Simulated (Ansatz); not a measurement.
## Decaying states in the gap of Na3Te2PS2

A new crystal, Na3Te2PS2: structure, gap and complex bands. It is built by putting Te for part of the S in the Na3PS4 structure of space group I-43m, with the volume rescaled by atomic radii. The parent structure comes from the Materials Project.

Calculated with Ansatz 0.2.0; PBE DFT, plane waves, PAW files, in the first sound run; inputs show where later runs differ.

The structure was built from a prototype and need not be the compound's stable phase.

## Step 1: The starting structure

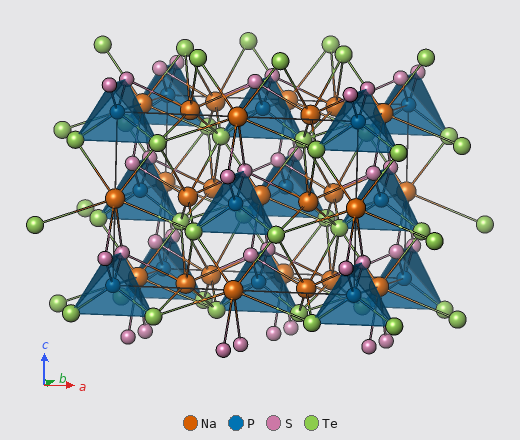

The starting structure, seen slightly off an axis (sodium orange, phosphorus blue, sulfur pink, tellurium green). This picture shows the conventional cell, with its axes. Some periodic images of atoms are drawn too.

## Step 2: Relaxing the new crystal

The substituted atoms don't fit the parent's cell, so cell and atoms relax together. A small smearing keeps the run stable in case the gap closes on the way.

Contents of input.yaml:

```yaml
crystal:
  lattice:
    - [-3.5980491989, 3.5980491989, 3.5980491989]
    - [3.5980491989, -3.5980491989, 3.5980491989]
    - [3.5980491989, 3.5980491989, -3.5980491989]
  atoms:
    - { symbol: Na, position: [0.0, 0.5, 0.5] }
    - { symbol: Na, position: [0.5, 0.5, 0.0] }
    - { symbol: Na, position: [0.5, 0.0, 0.5] }
    - { symbol: P, position: [0.0, 0.0, 0.0] }
    - { symbol: S, position: [0.34167049, 0.0, 0.0] }
    - { symbol: Te, position: [0.65832951, 0.65832951, 0.65832951] }
    - { symbol: S, position: [0.0, 0.0, 0.34167049] }
    - { symbol: Te, position: [0.0, 0.34167049, 0.0] }
kpoints:
  mp_grid: { grid: [4, 4, 4] }
scf:
  occupations: { method: gaussian, width: 0.03 }
hamiltonian:
  xc: pbe
output:
  forces: true
  stress: true
relax:
  f_tol: 0.02
  max_steps: 60
  cell: {}
```

Launch:

```
ansatz run input.yaml --threads 2 --pin off --max-ram 4096MiB --backend cpu --events-out ev --progress --plain --runs-dir out
```

Numbers of over 12 decimals in the logs are rounded to 6 here.

The program printed:

```text
Engine: ansatz 0.2.0, x86_64-unknown-linux-gnu
Pseudopotentials: kind: paw
Pseudopotential: Na, paw, valence charge 9, recommended cutoff 420 eV (normal), Na.paw.azcp
Pseudopotential: P, paw, valence charge 5, recommended cutoff 420 eV (normal), P.paw.azcp
Pseudopotential: S, paw, valence charge 6, recommended cutoff 420 eV (normal), S.paw.azcp
Pseudopotential: Te, paw, valence charge 16, recommended cutoff 420 eV (normal), Te.paw.azcp
Functional definition: PBE
  parameter kappa = 0.804
  parameter beta = 0.066725
  exchange = pbe_x(kappa = kappa, mu = beta*pi^2/3)
  correlation = pbe_c(beta = beta)
Crystal: 8 atoms, lattice volume = 186.321 Å³
Basis set: ecut = 420 eV, 3589 PW (Γ), exchange–correlation on 90×90×90 points (8 copies of the dense FFT grid, shifted against one another)
Bands: 46, of which v1, the nominal top of the filled ones, is band 38 counted from 1 (37 counted from 0)
Symmetry: 4 space group operations
Space group: Fmm2 (ITA 42), of the structure as read, at distance tolerance 5.7e-5 Å
k-points: 18 of 64 (time reversal used)
Non-local potential: Na, projectors of the file, l = 0: 3, l = 1: 2, l = 2: 1
Non-local potential: P, projectors of the file, l = 0: 2, l = 1: 2, l = 2: 2
Non-local potential: S, projectors of the file, l = 0: 2, l = 1: 2, l = 2: 2
Non-local potential: Te, projectors of the file, l = 0: 2, l = 1: 2, l = 2: 2, l = 3: 2
PAW form: soft (Blöchl's): semilocal exchange-correlation on the pseudo side does not see the compensation charge
PAW one-centre angular grid: Na, 110 points (default); XC on 64 Gauss nodes
PAW one-centre angular grid: P, 110 points (default); XC on 64 Gauss nodes
PAW one-centre angular grid: S, 110 points (default); XC on 64 Gauss nodes
PAW one-centre angular grid: Te, 590 points (default); XC on 64 Gauss nodes
Initial density: superposition of atomic densities (neutral atoms: chi_scale 0, normalization atom), corrected by the library's trained network
Initial wavefunctions: pseudopotential atomic-orbital guess
Functional: x = pbe(κ = 0.804, μ = 0.219515), c = pbe(β = 0.066725)
SCF iter   1: F=—  HF=-20981.915023 eV  |F-HF|=—  |Δ(HF+E_count)|=         —  Δρ=1.36e-3  dr2=6.46e-3  ethr=1.77e-3  ⟨swp⟩=9.1  Hψ=4030  notcnv=0
preconditioner: auto → Resta (q_TF=auto, 2.350 Å⁻¹)  ε∞=3.8  [insulator: Δε(μ)=0.899 eV  Ē_g=8.928 eV  σ=0.030 eV  W_gap=1.00  n_scr=42 (ndim 8)  ℏωp=14.9 eV  f_vac=0.010  D(μ)=0.00/eV (n_scr^D=0)  ε∞_Penn≈3.8]
SCF iter   2: F=—  HF=-20981.914433 eV  |F-HF|=—  |Δ(HF+E_count)|=   5.90e-4  Δρ=7.96e-4  dr2=2.47e-3  ethr=8.50e-6  ⟨swp⟩=3.1  Hψ=1585  notcnv=0  defer=47
SCF iter   3: F=—  HF=-20981.914472 eV  |F-HF|=—  |Δ(HF+E_count)|=   3.90e-5  Δρ=3.58e-4  dr2=2.39e-4  ethr=3.26e-6  ⟨swp⟩=2.0  Hψ=968  notcnv=0  defer=47
SCF iter   4: F=—  HF=-20981.914616 eV  |F-HF|=—  |Δ(HF+E_count)|=   1.44e-4  Δρ=1.37e-4  dr2=5.22e-5  ethr=3.15e-7  ⟨swp⟩=2.1  Hψ=1005  notcnv=0  defer=47
SCF iter   5: F=—  HF=-20981.914689 eV  |F-HF|=—  |Δ(HF+E_count)|=   7.32e-5  Δρ=3.92e-5  dr2=6.83e-6  ethr=6.87e-8  ⟨swp⟩=2.0  Hψ=1011  notcnv=0  defer=47
SCF iter   6: F=—  HF=-20981.914690 eV  |F-HF|=—  |Δ(HF+E_count)|=   8.17e-7  Δρ=9.22e-6  dr2=5.24e-7  ethr=8.98e-9  ⟨swp⟩=2.1  Hψ=1005  notcnv=0  defer=47
SCF iter   7: F=-20981.914690 eV  HF=-20981.914690 eV  |F-HF|=9.44e-9  |Δ(HF+E_count)|=   3.49e-8  Δρ=1.94e-6  dr2=1.96e-8  ethr=1.32e-10  ⟨swp⟩=5.5  Hψ=2977  notcnv=0
SCF 1 converged in 7 iterations: F = -20981.914690 eV  dr2 = 1.96e-8
  greatest PAW one-centre occupation: 0.999 electrons in one spin orbital (limit 2), on the Na atom at site 1 (counted from 0), in its partial waves of l = 0
relax step   1: F+E_penalty+E_count = -20981.91469023 eV  Δ(F+E_penalty+E_count) = +0.000e0 eV  max|allowed force component| = 7.845e0 eV/Å  Δτ_max = 0.0000 Å  P = +11.416 GPa  Ω = 186.321 Å³  (7 SCF iters, dr2 threshold 1.00e-7 eV, accepted)
Crystal: 8 atoms, lattice volume = 197.879 Å³
Basis set: ecut = 420 eV, 3901 PW (Γ), exchange–correlation on 90×90×90 points (8 copies of the dense FFT grid, shifted against one another)
Initial density: handed on by an earlier stage of this run
Initial wavefunctions: those handed on with the density
iter 1 solved again at ethr=2.64e-4 eV; its pass at ethr=3.10e-3 eV (dr2=2.00e-1 eV) is discarded
SCF iter   1: F=—  HF=-20984.101615 eV  |F-HF|=—  |Δ(HF+E_count)|=         —  Δρ=9.60e-3  dr2=1.98e-1  ethr=2.64e-4  ⟨swp⟩=2.1  Hψ=4314  notcnv=0
preconditioner: auto → Resta (q_TF=auto, 2.326 Å⁻¹)  ε∞=3.7  [insulator: Δε(μ)=0.387 eV  Ē_g=9.083 eV  σ=0.030 eV  W_gap=1.00  n_scr=42 (ndim 8)  ℏωp=14.9 eV  f_vac=0.012  D(μ)=0.00/eV (n_scr^D=0)  ε∞_Penn≈3.7]
SCF iter   2: F=—  HF=-20984.064769 eV  |F-HF|=—  |Δ(HF+E_count)|=   3.68e-2  Δρ=4.68e-3  dr2=3.11e-2  ethr=2.61e-4  ⟨swp⟩=3.0  Hψ=1300  notcnv=0
SCF iter   3: F=—  HF=-20984.063083 eV  |F-HF|=—  |Δ(HF+E_count)|=   1.69e-3  Δρ=1.37e-3  dr2=3.04e-3  ethr=4.09e-5  ⟨swp⟩=2.1  Hψ=1206  notcnv=0
SCF iter   4: F=—  HF=-20984.063556 eV  |F-HF|=—  |Δ(HF+E_count)|=   4.73e-4  Δρ=2.54e-4  dr2=2.28e-4  ethr=4.00e-6  ⟨swp⟩=2.0  Hψ=1052  notcnv=0
SCF iter   5: F=—  HF=-20984.063689 eV  |F-HF|=—  |Δ(HF+E_count)|=   1.33e-4  Δρ=1.11e-4  dr2=2.78e-5  ethr=3.00e-7  ⟨swp⟩=2.2  Hψ=1134  notcnv=0
SCF iter   6: F=—  HF=-20984.063707 eV  |F-HF|=—  |Δ(HF+E_count)|=   1.86e-5  Δρ=2.46e-5  dr2=1.54e-6  ethr=3.66e-8  ⟨swp⟩=2.0  Hψ=1116  notcnv=0
SCF iter   7: F=-20984.063708 eV  HF=-20984.063708 eV  |F-HF|=1.03e-7  |Δ(HF+E_count)|=   6.93e-7  Δρ=6.82e-6  dr2=1.26e-7  ethr=1.05e-9  ⟨swp⟩=5.0  Hψ=2921  notcnv=0
SCF 2 converged in 7 iterations: F = -20984.063708 eV  dr2 = 1.26e-7
  greatest PAW one-centre occupation: 0.999 electrons in one spin orbital (limit 2), on the Na atom at site 0 (counted from 0), in its partial waves of l = 0
relax step   2: F+E_penalty+E_count = -20984.06370803 eV  Δ(F+E_penalty+E_count) = -2.149e0 eV  max|allowed force component| = 1.266e0 eV/Å  Δτ_max = 0.1995 Å  P = +2.039 GPa  Ω = 197.879 Å³  energy of the carried Pulay correction = -1.066e-3 eV  (7 SCF iters, dr2 threshold 8.00e-7 eV, accepted)
Crystal: 8 atoms, lattice volume = 212.692 Å³
Basis set: ecut = 420 eV, 4157 PW (Γ), exchange–correlation on 90×90×90 points (8 copies of the dense FFT grid, shifted against one another)
iter 1 solved again at ethr=1.66e-4 eV; its pass at ethr=3.10e-3 eV (dr2=1.26e-1 eV) is discarded
SCF iter   1: F=—  HF=-20984.345998 eV  |F-HF|=—  |Δ(HF+E_count)|=         —  Δρ=8.19e-3  dr2=1.27e-1  ethr=1.66e-4  ⟨swp⟩=2.6  Hψ=4287  notcnv=0
[...]
SCF iter   7: F=-20984.304035 eV  HF=-20984.304035 eV  |F-HF|=8.44e-8  |Δ(HF+E_count)|=   9.63e-7  Δρ=6.02e-6  dr2=7.08e-8  ethr=1.05e-9  ⟨swp⟩=5.0  Hψ=2898  notcnv=0
SCF 3 converged in 7 iterations: F = -20984.304035 eV  dr2 = 7.08e-8
  greatest PAW one-centre occupation: 0.999 electrons in one spin orbital (limit 2), on the Na atom at site 2 (counted from 0), in its partial waves of l = 0
relax step   3: F+E_penalty+E_count = -20984.30403459 eV  Δ(F+E_penalty+E_count) = -2.403e-1 eV  max|allowed force component| = 2.602e-1 eV/Å  Δτ_max = 0.1094 Å  P = +0.252 GPa  Ω = 212.692 Å³  energy of the carried Pulay correction = -2.342e-3 eV  (7 SCF iters, dr2 threshold 8.00e-7 eV, accepted)
[... from here on, the SCF cycles and remarks between the steps are left out ...]
relax step   4: F+E_penalty+E_count = -20984.37211893 eV  Δ(F+E_penalty+E_count) = -6.808e-2 eV  max|allowed force component| = 2.899e-1 eV/Å  Δτ_max = 0.1229 Å  P = +0.197 GPa  Ω = 219.340 Å³  energy of the carried Pulay correction = -2.885e-3 eV  (6 SCF iters, dr2 threshold 8.00e-7 eV, accepted)
relax step   5: F+E_penalty+E_count = -20984.41456340 eV  Δ(F+E_penalty+E_count) = -4.244e-2 eV  max|allowed force component| = 1.085e-1 eV/Å  Δτ_max = 0.1117 Å  P = +0.096 GPa  Ω = 217.538 Å³  energy of the carried Pulay correction = -2.740e-3 eV  (6 SCF iters, dr2 threshold 8.00e-7 eV, accepted)
relax step   6: F+E_penalty+E_count = -20984.42361607 eV  Δ(F+E_penalty+E_count) = -9.053e-3 eV  max|allowed force component| = 4.757e-2 eV/Å  Δτ_max = 0.0886 Å  P = +0.004 GPa  Ω = 217.373 Å³  energy of the carried Pulay correction = -2.726e-3 eV  (6 SCF iters, dr2 threshold 7.36e-7 eV, accepted)
relax step   7: F+E_penalty+E_count = -20984.42740978 eV  Δ(F+E_penalty+E_count) = -3.794e-3 eV  max|allowed force component| = 6.454e-2 eV/Å  Δτ_max = 0.0199 Å  P = +0.038 GPa  Ω = 217.407 Å³  energy of the carried Pulay correction = -2.729e-3 eV  (5 SCF iters, dr2 threshold 1.45e-7 eV, accepted)
relax step   8: F+E_penalty+E_count = -20984.42815965 eV  Δ(F+E_penalty+E_count) = -7.499e-4 eV  max|allowed force component| = 2.099e-2 eV/Å  Δτ_max = 0.0089 Å  P = -0.016 GPa  Ω = 218.080 Å³  energy of the carried Pulay correction = -2.784e-3 eV  (5 SCF iters, dr2 threshold 2.60e-7 eV, accepted)
relax step   9: F+E_penalty+E_count = -20984.42841171 eV  Δ(F+E_penalty+E_count) = -2.521e-4 eV  max|allowed force component| = 6.305e-3 eV/Å  Δτ_max = 0.0133 Å  P = +0.006 GPa  Ω = 217.797 Å³  energy of the carried Pulay correction = -2.761e-3 eV  (6 SCF iters, dr2 threshold 2.75e-8 eV, accepted)
relax step  10: F+E_penalty+E_count = -20984.43392872 eV  Δ(F+E_penalty+E_count) = -5.517e-3 eV  max|allowed force component| = 6.051e-3 eV/Å  Δτ_max = 0.0000 Å  P = +0.051 GPa  Ω = 217.797 Å³  stress off target by 8.19e-2 GPa  SCF on the basis re-selected at this cell (its energy is not comparable with the rows above)  (8 SCF iters)
relax step  11: F+E_penalty+E_count = -20984.43406657 eV  Δ(F+E_penalty+E_count) = -1.378e-4 eV  max|allowed force component| = 8.246e-3 eV/Å  Δτ_max = 0.0053 Å  P = +0.001 GPa  Ω = 218.322 Å³  energy of the carried Pulay correction = -3.853e-5 eV  (6 SCF iters, dr2 threshold 1.68e-8 eV, accepted)
iter 1 solved again at ethr=8.32e-7 eV; its pass at ethr=3.10e-3 eV (dr2=6.32e-4 eV) is discarded
SCF iter   1: F=—  HF=-20984.433900 eV  |F-HF|=—  |Δ(HF+E_count)|=         —  Δρ=6.61e-5  dr2=2.28e-7  ethr=8.32e-7  ⟨swp⟩=3.5  Hψ=5723  notcnv=0
eigensolver tolerance schedule: the retry pair's looser diagonalisation over-reported the residual by 2768.56 of it (diagonalisation noise at 2.89 of the residual, at the tolerance the schedule requests for it); recorded, not acted on — ethr = c·dr2/N_el stays at c = 1.0e-1
preconditioner: auto → Resta (q_TF=auto, 2.288 Å⁻¹)  ε∞=3.7  [insulator: Δε(μ)=0.620 eV  Ē_g=8.312 eV  σ=0.030 eV  W_gap=1.00  n_scr=42 (ndim 8)  ℏωp=13.8 eV  f_vac=0.043  D(μ)=0.00/eV (n_scr^D=0)  ε∞_Penn≈3.7]
SCF iter   2: F=—  HF=-20984.434017 eV  |F-HF|=—  |Δ(HF+E_count)|=   1.17e-4  Δρ=3.34e-5  dr2=6.31e-8  ethr=3.00e-10  ⟨swp⟩=3.7  Hψ=1932  notcnv=0
SCF iter   3: F=—  HF=-20984.434086 eV  |F-HF|=—  |Δ(HF+E_count)|=   6.95e-5  Δρ=1.33e-5  dr2=9.01e-9  ethr=8.30e-11  ⟨swp⟩=2.0  Hψ=1510  notcnv=0
SCF iter   4: F=—  HF=-20984.434100 eV  |F-HF|=—  |Δ(HF+E_count)|=   1.33e-5  Δρ=5.72e-7  dr2=3.57e-10  ethr=1.19e-11  ⟨swp⟩=2.0  Hψ=1278  notcnv=0
SCF iter   5: F=-20984.434100 eV  HF=-20984.434100 eV  |F-HF|=1.46e-11  |Δ(HF+E_count)|=   4.20e-9  Δρ=1.13e-7  dr2=4.51e-11  ethr=1.00e-12  ⟨swp⟩=5.0  Hψ=3163  notcnv=0
SCF 12 converged in 5 iterations: F = -20984.434100 eV  dr2 = 4.51e-11
relax step  12: F+E_penalty+E_count = -20984.43409957 eV  Δ(F+E_penalty+E_count) = -3.300e-5 eV  max|allowed force component| = 8.251e-3 eV/Å  Δτ_max = 0.0000 Å  P = +0.000 GPa  Ω = 218.322 Å³  stress off target by 1.38e-2 GPa  SCF on the basis re-selected at this cell (its energy is not comparable with the rows above)  (5 SCF iters)
basis re-selected at this cell: Δ(F+E_penalty+E_count) = -3.300e-5 eV, ΔP = -0.000 GPa vs the last step (what re-selecting the basis moved, of the pressure what is left beyond the Pulay correction that the steps carried, after the strain that the cell walked since its last selection, with what the two solves' SCF thresholds leave and, on support functions, any second-order correction that the steps lacked; it is no m [...]
SCF converged after 5 iterations
Free energy (F): -20984.434100 eV
Harris-Foulkes:  -20984.434100 eV  (|F-HF|=1.46e-11)
Internal energy: -20984.434100 eV  (E = F + TS)
E sigma→0 (E₀):  -20984.434100 eV
Fermi energy:    5.093770 eV
--- Per-component energies (eV) ---
  E_band       = -1268.296011
  E_kinetic    = 1009.344793
  E_local      = -7409.620890  (includes V_loc(G=0)·N_el)
  E_nonlocal   = -185.247304
  E_hartree    = 3405.437846
  E_xc         = -622.369816
  E_vxc        = -595.573703  (∫ρ·V_xc dr)
  E_paw        = -11884.574118  (= ΣΔE_a)
  E_vpaw       = -898.074255  (= ΣTr[D̂ρ^β])
  E_aug_tail   = -0.000460  (compensation charges beyond the density's cutoff)
  E_ewald      = -5297.404151
  E_smearing   = -0.000000  (= −TS)
  E_closure    = 0.000000  (closes the sum)
  Σ components = -20984.434100   (vs F -20984.434100, Δ=0.00e0)
--- Forces (eV/Å), atoms counted from 1 ---
  atom   1  Na    -0.00000000    -0.00010256     0.00000000
  atom   2  Na     0.00000000    -0.00010256    -0.00000000
  atom   3  Na    -0.00000000    -0.00045362     0.00000000
  atom   4  P     -0.00000000     0.00825062     0.00000000
  atom   5  S      0.00176779    -0.00294231    -0.00176779
  atom   6  Te    -0.00106744    -0.00085479    -0.00106744
  atom   7  S     -0.00176779    -0.00294231     0.00176779
  atom   8  Te     0.00106744    -0.00085479     0.00106744
  max |Σ_I F_I| component: 2.31e-6 eV/Å
--- Stress (GPa, compression-positive) ---
       -0.002726      -0.000000       0.011057
       -0.000000       0.006837      -0.000000
        0.011057      -0.000000      -0.002726
  P = ⅓ Tr σ = 0.0005 GPa (0.005 kbar)
--- Relaxed structure (10 steps of the walk, 10 accepted, 2 SCFs on fresh bases) ---
  F+E_penalty+E_count = -20984.43409957 eV   max|allowed force component| = 8.251e-3 eV/Å   (the final SCF, on the basis selected at the relaxed cell)
  cell:  # Å, volume = 218.3215 Å³
    - [-3.604387, 3.914383, 3.604387]
    - [3.868494, -3.914383, 3.868494]
    - [3.604387, 3.914383, -3.604387]
  atoms:
    - { symbol: Na, position: [0.066812, 0.500000, 0.566812] }
    - { symbol: Na, position: [0.566812, 0.500000, 0.066812] }
    - { symbol: Na, position: [0.454113, 1.6573180684947854e-19, 0.454113] }
    - { symbol: P, position: [-0.00149133, 1.6573180684948225e-19, -0.00149133] }
    - { symbol: S, position: [0.313550, 0.0, -0.020139] }
    - { symbol: Te, position: [0.625705, 0.631068, 0.625705] }
    - { symbol: S, position: [-0.020139, 0.0, 0.313550] }
    - { symbol: Te, position: [-0.00536254, 0.368932, -0.00536254] }
```

Wall time 44 s (2 threads of Intel Xeon Platinum 8488C (Sapphire Rapids), shared host); peak memory 0.6 GiB.

Relaxation path:

```
step  energy less that of the first step (eV)  largest force component (eV/Å)  pressure (GPa)  volume (Å³)
   1                                   0.0000                          7.8450           11.42       186.32
   2                                  -2.1490                          1.2655            2.04       197.88
   3                                  -2.3893                          0.2602            0.25       212.69
   4                                  -2.4574                          0.2899            0.20       219.34
   5                                  -2.4999                          0.1085            0.10       217.54
   6                                  -2.5089                          0.0476            0.00       217.37
   7                                  -2.5127                          0.0645            0.04       217.41
   8                                  -2.5135                          0.0210           -0.02       218.08
   9                                  -2.5137                          0.0063            0.01       217.80
 10*                                  -2.5192                          0.0061            0.05       217.80
  11                                  -2.5194                          0.0082            0.00       218.32
 12*                                  -2.5194                          0.0083            0.00       218.32
```

Relaxation steps marked * repeat the geometry before them on a plane-wave basis chosen anew for their cell, so energy and pressure can jump there.

Forces are held to the 4 operations that the run works with; a distortion that breaks them can't arise in this run.

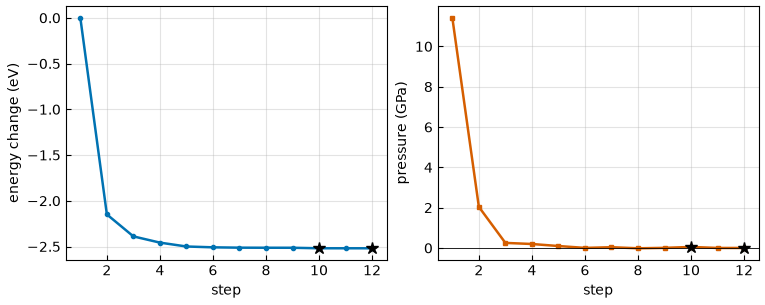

Energy and pressure along the relaxation. Stars mark steps on a basis chosen anew.

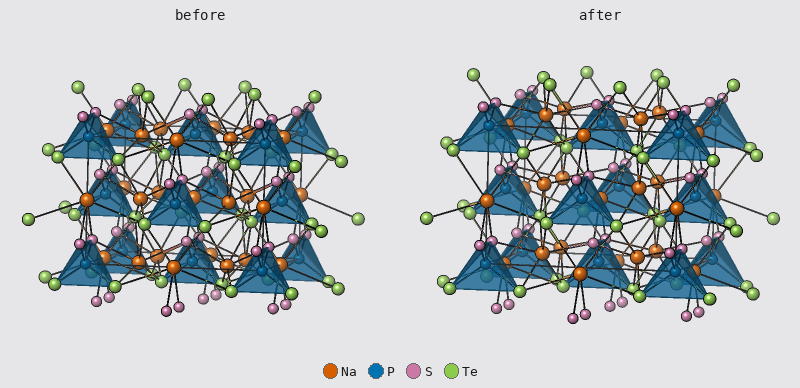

The structure before and after the relaxation, drawn at the same scale.

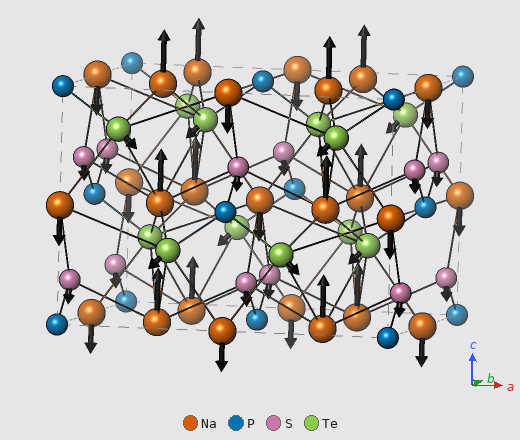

Displacements in the relaxation, exaggerated, measured against the changing cell; the longest in the cell stands for 0.52 Å. Some periodic images of atoms are drawn too.

| conventional cell, symmetrised | before | after | change |
| --- | --- | --- | --- |
| a (Å) | 10.177 | 10.195 | +0.2 % |
| b (Å) | 10.177 | 10.942 | +7.5 % |
| c (Å) | 7.196 | 7.829 | +8.8 % |
| volume (Å³/atom) | 23.29 | 27.29 | +17.2 % |

The atoms that moved most (Å, as changes of fractional coordinates times the final cell):

```csv
atom,dx,dy,dz,length
Na2,0.000,0.523,0.000,0.523
Na1,0.000,0.523,0.000,0.523
Na3,0.000,-0.359,0.000,0.359
Te8,0.105,-0.149,0.105,0.211
Te6,-0.105,-0.149,-0.105,0.211
S7,-0.029,-0.189,0.029,0.193
S5,0.029,-0.189,-0.029,0.193
P4,0.000,-0.012,0.000,0.012
```

The relaxed structure:

```cif
data_structure
_symmetry_space_group_name_H-M 'P 1'
_symmetry_Int_Tables_number 1
_cell_length_a 6.4269
_cell_length_b 6.7270
_cell_length_c 6.4269
_cell_angle_alpha 110.757
_cell_angle_beta 104.957
_cell_angle_gamma 110.757
_cell_volume 218.32
loop_
_atom_site_label
_atom_site_type_symbol
_atom_site_fract_x
_atom_site_fract_y
_atom_site_fract_z
_atom_site_occupancy
Na1 Na 0.06681 0.50000 0.56681 1
Na2 Na 0.56681 0.50000 0.06681 1
Na3 Na 0.45411 0.00000 0.45411 1
P4 P 0.99851 0.00000 0.99851 1
S5 S 0.31355 0.00000 0.97986 1
Te6 Te 0.62571 0.63107 0.62571 1
S7 S 0.97986 0.00000 0.31355 1
Te8 Te 0.99464 0.36893 0.99464 1
```

Numbers from this step:

| Item | Value |
| --- | --- |
| free energy | -20984.4341 eV |
| Fermi energy | 5.094 eV |
| pressure | 4.61e-4 GPa |

The largest force component on a free atom ends at 0.0083 eV/Å.

[end of part 1 of 3]

[Logs are printed without paths, hosts, clocks, repeated set-up lines and the standing remarks that a program may print on its own settings, such as how far it seeks lower states.]

[Hosts, paths, dates, database ids (printed as entryN), source tags and the programs' standing remarks are cut or masked in the printed files.]

[New means built here by substitution; the compound itself may be known and measured.]
